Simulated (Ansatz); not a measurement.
**CH₅AlBN: density, localisation and related maps**

Input file:

```
crystal:
  periodic: [false, false, false]
  atoms:
    - { symbol: B, position_ang: [-0.8604, 1.6676, -1.2946] }
    - { symbol: Al, position_ang: [-0.2443, 0.1562, -0.1232] }
    - { symbol: C, position_ang: [0.6975, -1.3919, 0.3927] }
    - { symbol: "N", position_ang: [-0.0366, -0.8729, 1.498] }
    - { symbol: H, position_ang: [-0.5172, 1.8113, -2.4339] }
    - { symbol: H, position_ang: [-1.6805, 2.5108, -0.8747] }
    - { symbol: H, position_ang: [0.3888, -2.365, 0.0274] }
    - { symbol: H, position_ang: [1.8563, -1.267, 0.6021] }
    - { symbol: H, position_ang: [0.485, -0.2955, 2.1892] }
basis:
  gaussian: { orbitals: def2-SVP }
hamiltonian:
  xc: pbe0
  dispersion: d4
relax:
  f_tol: 0.015
  max_steps: 40
output:
  orbitals: {}
```

Launched as:

```sh
ansatz run input.yaml --threads 1 --pin off --max-ram 2048MiB --backend cpu --events-out ev --progress --plain --runs-dir out
```

The fields are those of the relaxed geometry.

Level of theory: RKS PBE0-D4/def2-SVP in Ansatz.

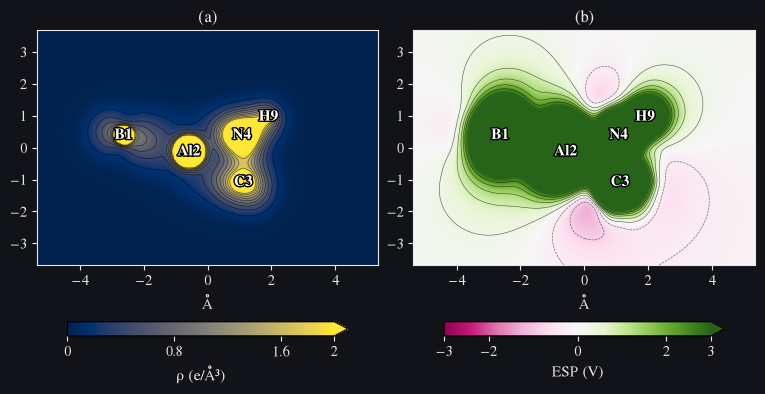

Figure 1. (a) electron density; (b) molecular electrostatic potential on the plane of atoms C3, N4 and H9.

**Interpret the plot.**

- Atoms in the plane: B, Al, C, N and H.
- C–N (1.47 Å): ρ at the midpoint is about 1.8 e/Å³.
- Al–N (1.74 Å): ρ at the midpoint is about 0.78 e/Å³.
- C–Al (1.96 Å): ρ at the midpoint is about 0.6 e/Å³.
- Al–B (2.10 Å): the density is about 0.6 e/Å³ at the midpoint.
- N–H (1.01 Å): ρ is about 2.8 e/Å³ halfway.
- Outside the dense part of the molecule the potential is most negative (−1.2 V) near C3.

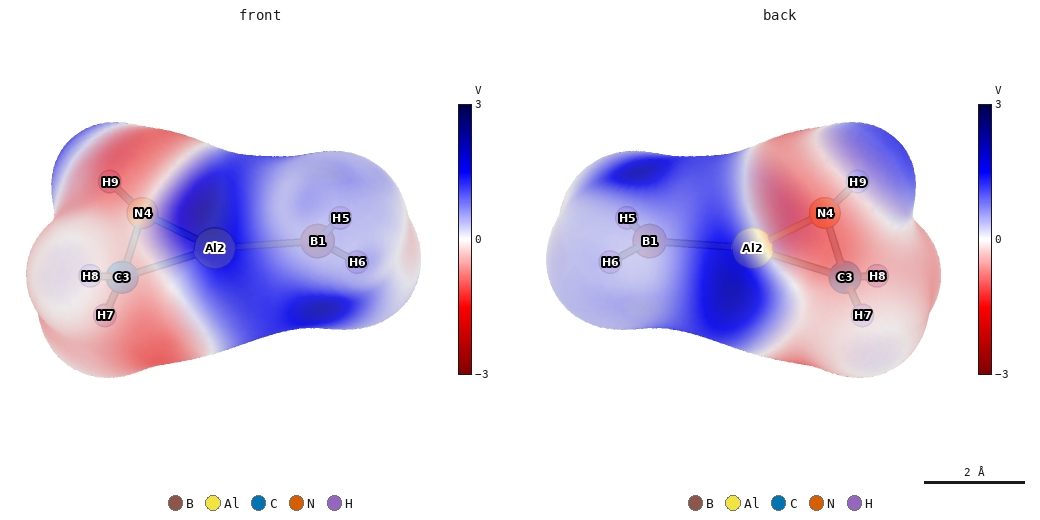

Figure 2. The electrostatic potential painted on the density surface at 0.002 e/bohr³, seen from the front and from behind; red is negative and blue positive.

**Describe the electrostatic potential map.**

The most negative region (about −1.0 V) lies over C3 and N4, the most positive (about +2.1 V) over B1 and Al2.

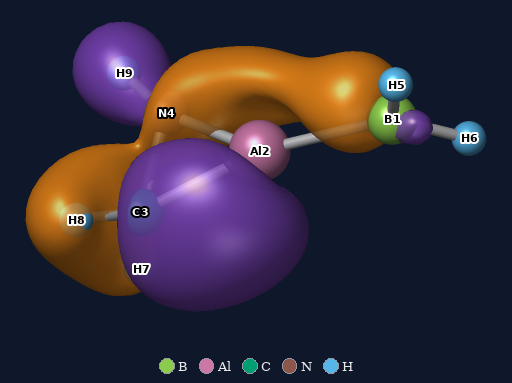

Figure 3. The HOMO−1 at ±0.1 Å⁻³ᐟ² (orange and purple are the two phases), seen at a tilt.

**What is the character of this orbital?**

It lies mainly on C3 (about 45 %), Al2 (about 25 %) and N4 (about 10 %). Its energy is −6.36 eV.

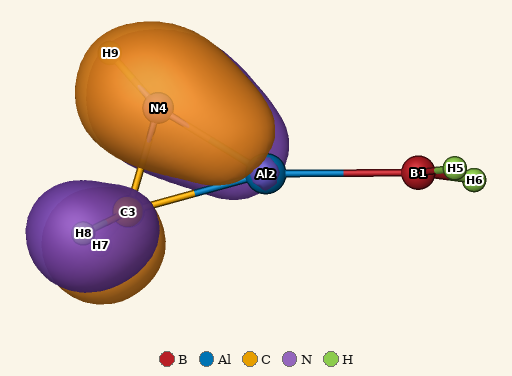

Figure 4. The HOMO at ±0.1 Å⁻³ᐟ² (orange and purple are the two phases), seen across its widest extent.

**Describe this orbital and give its energy.**

By Hirshfeld shares it lies mainly on N4 (about 60 %), Al2 (about 10 %), C3 (about 10 %), H8 (about 5 %) and H7 (about 5 %). Its energy is −6.20 eV.
